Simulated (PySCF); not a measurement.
```yaml
atoms:
  - { symbol: Na, position_ang: [0.0000, 0.0000, -0.8111] }
  - { symbol: B, position_ang: [0.0000, 0.0000, 1.6939] }
```

Theory: PBE0/cc-pVDZ(-PP), non-relativistic Hamiltonian with scalar-relativistic core potentials where named, at a bond length of 2.505 Å in PySCF 2.14.0.

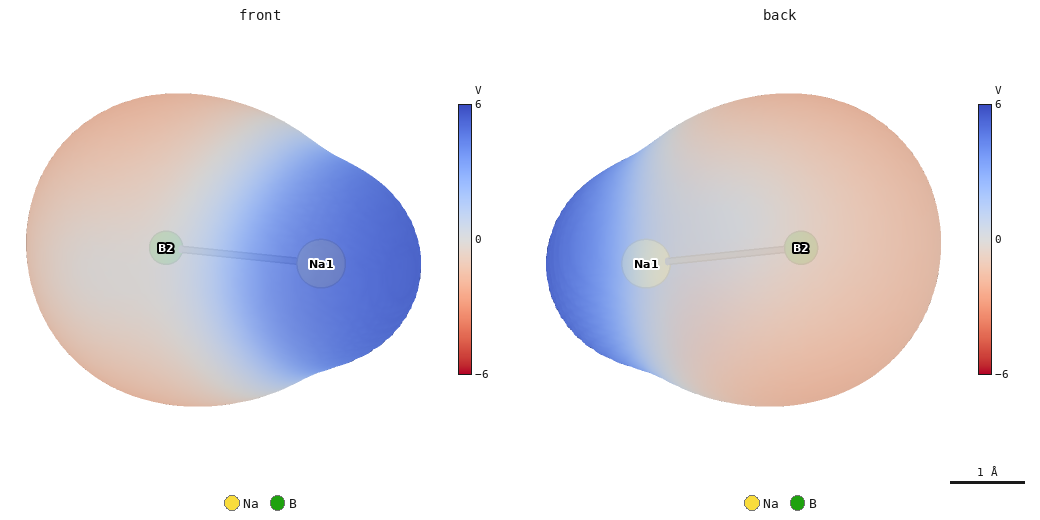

NaB (triplet). The electrostatic potential painted on the density surface at 0.002 e/bohr³, seen from the front and from behind; the colour scale runs from red (negative) to blue (positive).

Describe the electrostatic potential map.

Answer. The most negative region (about −1.7 V) lies over B2, the most positive (about +5.2 V) over Na1.
